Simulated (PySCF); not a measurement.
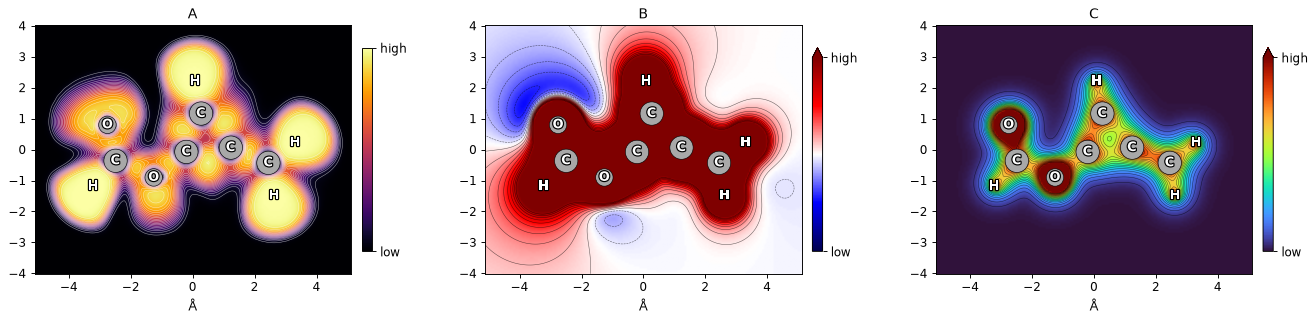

C₅H₄O₂ (SMILES C=C1C=C1OC=O): 3 fields on the molecular plane, with unlabelled colour scales. Grey discs cover the atomic cores.

Geometry: GFN2-xTB.

Computed with PBE0/pcSseg-1, SCF density, gas phase, non-relativistic in PySCF 2.14.0.

Q: The panels show electron density, electron localisation function and electrostatic potential in some order. Assign them.

A: Panel A: electron localisation function. Panel B: electrostatic potential (strongly positive close to the atoms, with negative regions outside electron-rich atoms). Panel C: electron density. From the grid: C–O (1.19 Å): ρ at the midpoint is about 3.4 e/Å³; the ELF peaks at about 0.85 between the atoms (a short, multiple covalent bond). C–C (1.31 Å): ρ is about 2.3 e/Å³ halfway; the ELF peaks at about 0.90 between the atoms: a short, multiple covalent bond.
